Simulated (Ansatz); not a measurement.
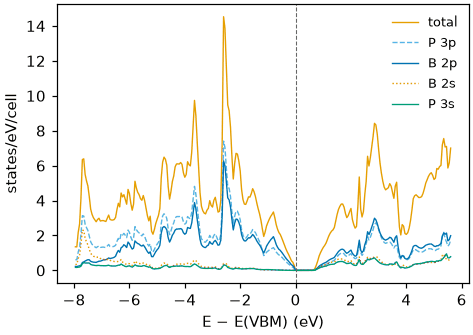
Total and projected density of states of BP in space group Pm-3n (No. 223; B on 6d, P on 6c), DFT-PBE in the program Ansatz with PAW potentials

**Question.** Which orbitals carry the states next to the gap?

**Answer.** Top 1 eV of the valence band: B 2p 57 %, P 3p 40 %. Bottom 1 eV of the conduction band: B 2p 30 %, P 3p 23 %, B 2s 20 %, P 3s 15 %, outside the projected shells 11 %. Projections are on Löwdin-orthogonalised atomic valence shells; empty p or d shells of many metals are not among them.

**Question.** Where is the tallest occupied peak in this window, and what makes it?

**Answer.** Near -2.6 eV, about 15 states/eV per cell; the largest projected share is P 3p.

The start of the workflow was typed in or built on a structure type; neither database checked (COD, Materials Project) lists it. It is not the phase usual at ambient conditions (space group No. 216). Symmetry was held in the PBE relaxation; its stability against distortions is not shown here.

Potentials: the earlier of the program's two PAW sets.
